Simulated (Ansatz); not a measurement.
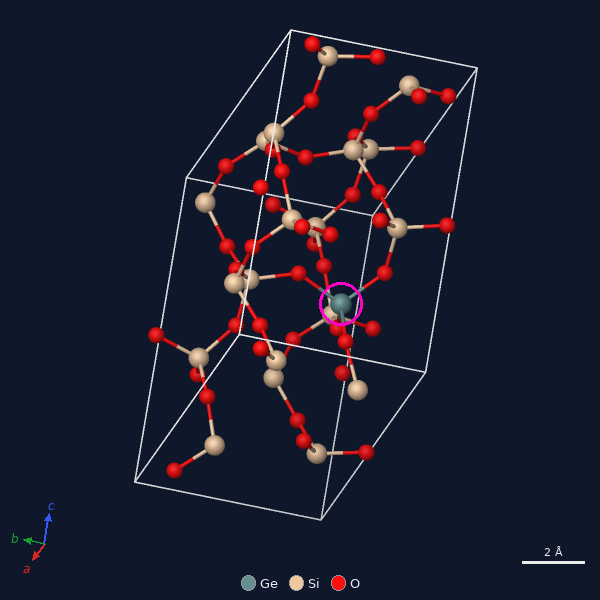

The figure gives a ball-and-stick picture of the atoms, viewed from a general direction. The lines enclose the supercell; boundary atoms appear with their images. The host is SiO$_{2}$, in a cell of 48 sites, and the cell is neutral. A ring marks the defect's site.

What imperfection does the supercell contain?

Germanium on a silicon site (a substitutional impurity). It is bonded to four O in a tetrahedral arrangement at about 1.8 Å.

The atoms were relaxed in the host's cell with Ansatz, DFT PBE, scalar-relativistic, plane waves, PAW.
